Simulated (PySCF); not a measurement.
# C3H8FNSi: NMR shifts at several levels of theory, part 2 of 2

PySCF 2.14.0. Atoms count from 0. Earlier steps stand in the parts before.

### Step 8. NMR shieldings: wB97X-D/pcSseg-1

Job settings and geometry (Å):

```
{"job": {"kind": "nmr", "xc": "wB97X-D", "basis": "pcSseg-1", "pop": false}, "charge": 0, "multiplicity": 1}
C      2.859103    -0.248417    -0.104613
C      1.682228     0.374047    -0.121697
F      1.459111     1.351160    -1.029802
Si     0.211733     0.076544     1.023255
N     -1.170737     0.046973    -0.007372
C     -2.525676    -0.205425     0.416488
H      3.655985     0.022634    -0.802949
H      3.039596    -1.047696     0.616438
H      0.196707     1.149623     2.075123
H      0.395460    -1.227715     1.728534
H     -1.090174     0.585972    -0.863529
H     -2.529739    -0.902302     1.270158
H     -3.076031     0.700791     0.736837
H     -3.113138    -0.686750    -0.383350
```

Level: GIAO wB97X-D/pcSseg-1 NMR shielding, non-relativistic, gas phase.

The program printed:

```text
coarse grid: 11992 points
cycle   1  E = -562.9703349127  dE =  5.496e-01  |g| = 5.472e-01  |ddm| = 3.197e+00
cycle   2  E = -562.9750783019  dE = -4.743e-03  |g| = 5.882e-01  |ddm| = 7.004e-01
cycle   3  E = -563.0306754730  dE = -5.560e-02  |g| = 4.683e-02  |ddm| = 3.422e-01
cycle   4  E = -563.0311141124  dE = -4.386e-04  |g| = 2.057e-02  |ddm| = 5.166e-02
cycle   5  E = -563.0311962546  dE = -8.214e-05  |g| = 8.441e-03  |ddm| = 2.422e-02
cycle   6  E = -563.0312109987  dE = -1.474e-05  |g| = 1.456e-03  |ddm| = 7.037e-03
cycle   7  E = -563.0312116703  dE = -6.716e-07  |g| = 4.639e-04  |ddm| = 2.386e-03
final grid: 111128 points
cycle   8  E = -563.0755558745  dE = -1.292e-04  |g| = 7.314e-03  |ddm| = 3.071e-02
cycle   9  E = -563.0755556675  dE =  2.070e-07  |g| = 7.876e-03  |ddm| = 1.041e-02
cycle  10  E = -563.0755658954  dE = -1.023e-05  |g| = 4.986e-04  |ddm| = 4.564e-03
cycle  11  E = -563.0755659565  dE = -6.118e-08  |g| = 2.823e-04  |ddm| = 8.769e-04
cycle  12  E = -563.0755659699  dE = -1.335e-08  |g| = 8.901e-05  |ddm| = 3.082e-04
cycle  13  E = -563.0755659718  dE = -1.899e-09  |g| = 1.822e-05  |ddm| = 1.056e-04
cycle  14  E = -563.0755659720  dE = -1.924e-10  |g| = 4.826e-06  |ddm| = 5.679e-05
converged SCF energy = -563.0755659720

GIAO shielding tensors (ppm)
atom      isotropic    diamagn.    paramagn.     s11        s22        s33       span
  0 C       70.025     256.685    -186.659    -52.462    107.607    154.932    207.394
  1 C        5.313     258.167    -252.853   -108.748     50.303     74.385    183.133
  2 F      282.778     477.166    -194.387    159.651    272.724    415.959    256.309
  3 Si     394.727     881.271    -486.544    346.025    385.440    452.715    106.690
  4 N      261.716     325.895     -64.179    224.011    259.755    301.383     77.372
  5 C      153.819     238.653     -84.834    130.493    145.388    185.575     55.082
  6 H       25.829      28.604      -2.775     22.044     24.929     30.514      8.470
  7 H       26.218      30.724      -4.506     23.394     25.457     29.802      6.408
  8 H       26.439      29.325      -2.886     23.378     24.555     31.384      8.006
  9 H       26.752      30.752      -4.001     24.084     25.164     31.007      6.922
 10 H       31.609      35.014      -3.406     21.203     31.532     42.090     20.887
 11 H       29.005      27.727       1.278     24.847     27.146     35.023     10.176
 12 H       28.668      26.532       2.137     23.483     26.612     35.910     12.428
 13 H       28.612      26.925       1.687     23.583     26.489     35.766     12.183
```

It took 16 s on 1 thread of Arm Neoverse V2, shared host; peak memory 0.88 GiB.

This run: δ C1 179.2, C0 114.5, C5 30.7, F2 -95.6, H6 5.55, H7 5.16 ppm.

### Step 9. Shielding tensors: LC-wPBE/pcSseg-1

The job, as its differences from that of step 8:

```diff
@@ -1,2 +1,2 @@
-{"job": {"kind": "nmr", "xc": "wB97X-D", "basis": "pcSseg-1", "pop": false}, "charge": 0, "multiplicity": 1}
+{"job": {"kind": "nmr", "xc": "LC-wPBE", "basis": "pcSseg-1", "pop": false}, "charge": 0, "multiplicity": 1}
 C      2.859103    -0.248417    -0.104613
```

Method: GIAO LC-wPBE/pcSseg-1 NMR shielding, non-relativistic, gas phase.

The program printed:

```text
coarse grid: 11992 points
cycle   1  E = -562.7912205409  dE =  6.100e-01  |g| = 5.604e-01  |ddm| = 3.187e+00
cycle   2  E = -562.8108688519  dE = -1.965e-02  |g| = 5.539e-01  |ddm| = 6.404e-01
cycle   3  E = -562.8574459930  dE = -4.658e-02  |g| = 5.484e-02  |ddm| = 3.032e-01
cycle   4  E = -562.8580943497  dE = -6.484e-04  |g| = 2.308e-02  |ddm| = 6.324e-02
cycle   5  E = -562.8581991201  dE = -1.048e-04  |g| = 9.108e-03  |ddm| = 2.812e-02
cycle   6  E = -562.8582167669  dE = -1.765e-05  |g| = 1.229e-03  |ddm| = 8.256e-03
cycle   7  E = -562.8582174818  dE = -7.149e-07  |g| = 4.806e-04  |ddm| = 2.975e-03
final grid: 111128 points
cycle   8  E = -562.9122849443  dE = -3.897e-05  |g| = 1.012e-02  |ddm| = 2.096e-02
cycle   9  E = -562.9122850283  dE = -8.403e-08  |g| = 1.075e-02  |ddm| = 1.061e-02
cycle  10  E = -562.9123002637  dE = -1.524e-05  |g| = 7.156e-04  |ddm| = 5.045e-03
cycle  11  E = -562.9123004599  dE = -1.962e-07  |g| = 2.097e-04  |ddm| = 5.957e-04
cycle  12  E = -562.9123004045  dE =  5.542e-08  |g| = 8.782e-05  |ddm| = 3.080e-04
cycle  13  E = -562.9123004178  dE = -1.331e-08  |g| = 1.947e-05  |ddm| = 8.212e-05
cycle  14  E = -562.9123004180  dE = -1.978e-10  |g| = 7.371e-06  |ddm| = 4.603e-05
converged SCF energy = -562.9123004180

GIAO shielding tensors (ppm)
atom      isotropic    diamagn.    paramagn.     s11        s22        s33       span
  0 C       69.904     256.527    -186.623    -58.536    108.781    159.467    218.003
  1 C        5.644     258.797    -253.152   -114.889     53.605     78.217    193.106
  2 F      290.695     476.804    -186.110    170.012    276.097    425.975    255.963
  3 Si     397.207     881.363    -484.157    348.350    387.561    455.709    107.359
  4 N      268.942     325.732     -56.790    232.065    266.223    308.539     76.474
  5 C      159.549     238.308     -78.759    137.267    151.384    189.996     52.728
  6 H       25.653      28.526      -2.873     21.747     24.727     30.486      8.739
  7 H       26.052      30.632      -4.580     23.066     25.319     29.770      6.705
  8 H       26.539      29.278      -2.739     23.485     24.668     31.463      7.979
  9 H       26.753      30.663      -3.910     24.029     25.183     31.047      7.017
 10 H       31.600      34.967      -3.366     20.978     31.321     42.502     21.523
 11 H       29.008      27.595       1.414     24.648     27.193     35.185     10.537
 12 H       28.735      26.508       2.226     23.468     26.647     36.090     12.623
 13 H       28.638      26.848       1.790     23.482     26.469     35.963     12.481
```

Run time: 21 s. Hardware: 1 thread of Arm Neoverse V2, shared host; peak memory 0.79 GiB.

In short: δ C1 182.9, C0 118.7, C5 29.0, F2 -84.8, H6 5.67, H7 5.27 ppm.

### Step 10. Shielding tensors: PBE0/6-31G

The job, as its differences from that of step 9:

```diff
@@ -1,2 +1,2 @@
-{"job": {"kind": "nmr", "xc": "LC-wPBE", "basis": "pcSseg-1", "pop": false}, "charge": 0, "multiplicity": 1}
+{"job": {"kind": "nmr", "xc": "PBE0", "basis": "6-31G", "pop": true}, "charge": 0, "multiplicity": 1}
 C      2.859103    -0.248417    -0.104613
```

Method: GIAO PBE0/6-31G NMR shielding, non-relativistic, gas phase.

The program printed:

```text
coarse grid: 11992 points
cycle   1  E = -562.6214362343  dE =  5.800e-01  |g| = 5.527e-01  |ddm| = 3.401e+00
cycle   2  E = -562.5608589176  dE =  6.058e-02  |g| = 7.874e-01  |ddm| = 1.191e+00
cycle   3  E = -562.6866557617  dE = -1.258e-01  |g| = 5.709e-02  |ddm| = 7.151e-01
cycle   4  E = -562.6874497158  dE = -7.940e-04  |g| = 2.183e-02  |ddm| = 8.423e-02
cycle   5  E = -562.6875695420  dE = -1.198e-04  |g| = 6.909e-03  |ddm| = 2.557e-02
cycle   6  E = -562.6875807516  dE = -1.121e-05  |g| = 2.140e-03  |ddm| = 9.052e-03
cycle   7  E = -562.6875819777  dE = -1.226e-06  |g| = 2.650e-04  |ddm| = 2.195e-03
final grid: 111128 points
cycle   8  E = -562.6418091451  dE = -1.088e-05  |g| = 7.612e-03  |ddm| = 1.513e-02
cycle   9  E = -562.6418000820  dE =  9.063e-06  |g| = 1.025e-02  |ddm| = 1.643e-02
cycle  10  E = -562.6418231817  dE = -2.310e-05  |g| = 1.032e-03  |ddm| = 9.441e-03
cycle  11  E = -562.6418234073  dE = -2.257e-07  |g| = 1.249e-04  |ddm| = 9.825e-04
cycle  12  E = -562.6418234090  dE = -1.637e-09  |g| = 9.379e-05  |ddm| = 1.981e-04
cycle  13  E = -562.6418234113  dE = -2.341e-09  |g| = 1.679e-05  |ddm| = 9.781e-05
cycle  14  E = -562.6418234114  dE = -7.458e-11  |g| = 3.501e-06  |ddm| = 2.132e-05
converged SCF energy = -562.6418234114

GIAO shielding tensors (ppm)
atom      isotropic    diamagn.    paramagn.     s11        s22        s33       span
  0 C       90.309     258.913    -168.604    -18.589    121.282    168.234    186.823
  1 C       33.281     256.913    -223.632    -64.304     70.367     93.779    158.083
  2 F      275.887     473.091    -197.204    146.375    268.878    412.407    266.033
  3 Si     460.278     881.871    -421.594    414.830    449.320    516.682    101.852
  4 N      276.407     326.846     -50.440    236.874    267.963    324.382     87.508
  5 C      169.291     238.147     -68.856    147.093    159.940    200.839     53.745
  6 H       26.958      29.439      -2.481     23.002     26.182     31.691      8.689
  7 H       27.200      30.851      -3.651     24.478     25.928     31.195      6.716
  8 H       27.265      29.108      -1.843     23.463     25.125     33.206      9.742
  9 H       27.632      30.447      -2.814     24.273     25.783     32.841      8.568
 10 H       33.731      33.063       0.668     21.946     32.954     46.294     24.348
 11 H       30.206      27.837       2.370     25.290     28.621     36.708     11.418
 12 H       29.915      27.133       2.782     24.513     27.854     37.377     12.865
 13 H       29.792      27.520       2.272     24.631     27.447     37.299     12.668
```

Wall time 6.4 s (1 thread of Arm Neoverse V2, shared host); peak memory 0.48 GiB.

This run: δ C1 166.3, C0 109.2, C5 30.2, F2 -98.5, H6 5.65, H7 5.41 ppm.

### Step 11. Shielding tensors: PBE0/STO-3G

The job, as its differences from that of step 10:

```diff
@@ -1,2 +1,2 @@
-{"job": {"kind": "nmr", "xc": "PBE0", "basis": "6-31G", "pop": true}, "charge": 0, "multiplicity": 1}
+{"job": {"kind": "nmr", "xc": "PBE0", "basis": "STO-3G", "pop": true}, "charge": 0, "multiplicity": 1}
 C      2.859103    -0.248417    -0.104613
```

Method: GIAO PBE0/STO-3G NMR shielding, non-relativistic, gas phase.

The program printed:

```text
coarse grid: 11992 points
cycle   1  E = -555.8113737855  dE =  4.597e-01  |g| = 4.966e-01  |ddm| = 4.597e+00
cycle   2  E = -555.8046281400  dE =  6.746e-03  |g| = 5.525e-01  |ddm| = 1.443e+00
cycle   3  E = -555.8963043764  dE = -9.168e-02  |g| = 4.352e-02  |ddm| = 7.576e-01
cycle   4  E = -555.8968627414  dE = -5.584e-04  |g| = 1.487e-02  |ddm| = 7.874e-02
cycle   5  E = -555.8969323956  dE = -6.965e-05  |g| = 3.417e-03  |ddm| = 2.471e-02
cycle   6  E = -555.8969365338  dE = -4.138e-06  |g| = 4.477e-04  |ddm| = 5.886e-03
final grid: 111128 points
cycle   7  E = -555.8587722467  dE = -7.477e-06  |g| = 3.835e-03  |ddm| = 1.327e-02
cycle   8  E = -555.8587729927  dE = -7.460e-07  |g| = 3.563e-03  |ddm| = 1.043e-02
cycle   9  E = -555.8587770953  dE = -4.103e-06  |g| = 3.138e-04  |ddm| = 5.160e-03
cycle  10  E = -555.8587771294  dE = -3.408e-08  |g| = 1.215e-04  |ddm| = 6.170e-04
cycle  11  E = -555.8587771337  dE = -4.363e-09  |g| = 2.994e-05  |ddm| = 1.674e-04
cycle  12  E = -555.8587771340  dE = -2.577e-10  |g| = 9.029e-06  |ddm| = 4.554e-05
converged SCF energy = -555.8587771340

GIAO shielding tensors (ppm)
atom      isotropic    diamagn.    paramagn.     s11        s22        s33       span
  0 C      136.904     254.047    -117.143     37.983    160.771    211.957    173.974
  1 C      100.953     259.183    -158.230     35.291    106.426    161.142    125.850
  2 F      304.601     455.864    -151.263    195.787    214.173    503.842    308.055
  3 Si     565.758     870.261    -304.503    529.889    547.591    619.793     89.904
  4 N      341.034     315.786      25.248    288.363    312.090    422.648    134.285
  5 C      199.555     241.901     -42.345    181.041    187.009    230.616     49.575
  6 H       27.608      29.488      -1.880     23.736     25.847     33.241      9.505
  7 H       27.769      31.300      -3.531     24.712     25.900     32.694      7.982
  8 H       30.140      31.628      -1.488     26.191     27.615     36.613     10.422
  9 H       30.032      33.082      -3.051     25.765     28.115     36.215     10.450
 10 H       35.056      33.676       1.380     21.937     34.109     49.122     27.185
 11 H       31.578      29.970       1.608     25.965     29.782     38.988     13.023
 12 H       31.392      28.828       2.564     26.886     28.299     38.991     12.106
 13 H       31.043      28.996       2.047     26.148     27.773     39.208     13.061
```

Run time: 3.2 s. Hardware: 1 thread of Arm Neoverse V2, shared host; peak memory 0.4 GiB.

Key values: δ C1 133.7, C0 97.8, C5 35.1, F2 -0.2, H6 5.00, H7 4.84 ppm.

### Step 12. Comparing the runs: NMR shifts

Shifts (ppm) of some atoms, chosen among heavy atoms and hydrogens apart, means over like atoms, with basis size and wall time:

```tsv
run	C1	C0	H8	H10	F2	Si3	N4	functions	time
PBE0/pcSseg-1	178.6	113.4	4.89	-0.25	-96.1	-42.0	5.2	149	12 s
mPW1PW91/pcSseg-1	178.6	113.5	4.84	-0.23	-97.0	-42.2	4.8	149	12 s
WP04/pcSseg-1	180.2	113.4	4.16	0.02	-103.7	-48.4	3.8	149	12 s
B97-2/pcSseg-1	175.1	110.5	4.79	-0.22	-97.4	-43.0	4.9	149	12 s
BHandHLYP/pcSseg-1	180.7	115.5	4.60	-0.16	-96.1	-43.3	3.4	149	11 s
CAM-B3LYP/pcSseg-1	183.4	115.3	4.74	-0.25	-94.1	-44.0	7.0	149	16 s
wB97X-D/pcSseg-1	179.2	114.5	4.78	-0.23	-95.6	-41.8	2.3	149	16 s
LC-wPBE/pcSseg-1	182.9	118.7	4.68	-0.27	-84.8	-38.7	-1.2	149	21 s
PBE0/6-31G	166.3	109.2	5.16	-1.12	-98.5	-15.5	-15.7	74	6.4 s
PBE0/STO-3G	133.7	97.8	2.52	-2.45	-0.2	-48.2	-46.3	42	3.2 s
```

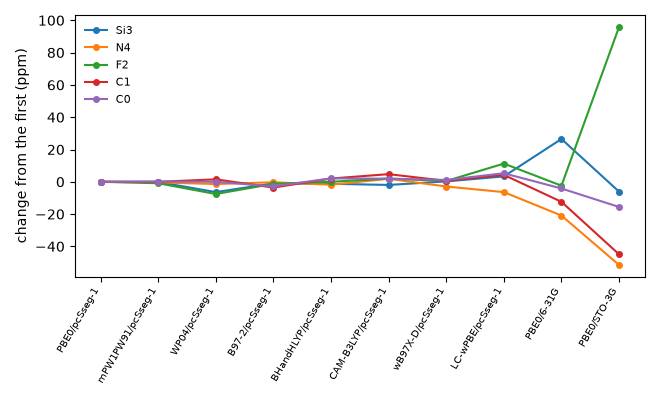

How five of the tabulated atoms move from run to run.

### Step 13. Results

The summary covers parts 1 to 2.

| quantity | value |
| --- | --- |
| ¹³C shifts against TMS (PBE0/pcSseg-1) | 178.6, 113.4, 30.7 ppm |
| ¹H shifts against TMS (PBE0/pcSseg-1, means over atoms taken as alike) | 5.54, 5.17, 4.89, 2.65, -0.25 ppm |
| ¹⁹F shifts against CFCl3 (PBE0/pcSseg-1) | -96.1 ppm |
| ²⁹Si shifts against TMS (PBE0/pcSseg-1) | -42.0 ppm |
| ¹⁵N shifts against NH3 (PBE0/pcSseg-1) | 5.2 ppm |
| range of the shift of Si3 (minimal bases aside) | -48.4 to -15.5 ppm |
| property runs in this session | 10, of which 0 failed and 1 gave unsound results |

In words: Single values in the summary come from the first sound run of each kind (PBE0/pcSseg-1), which need not be the best level. At PBE0/pcSseg-1: The largest span, 263 ppm, is at F2, where the paramagnetic term is -203 ppm. Leaving out the minimal-basis runs, which are unusable for shieldings: In ppm, Si3 moves most: its shift spreads over 32.9 ppm, from -48.4 (WP04/pcSseg-1) to -15.5 (PBE0/6-31G).
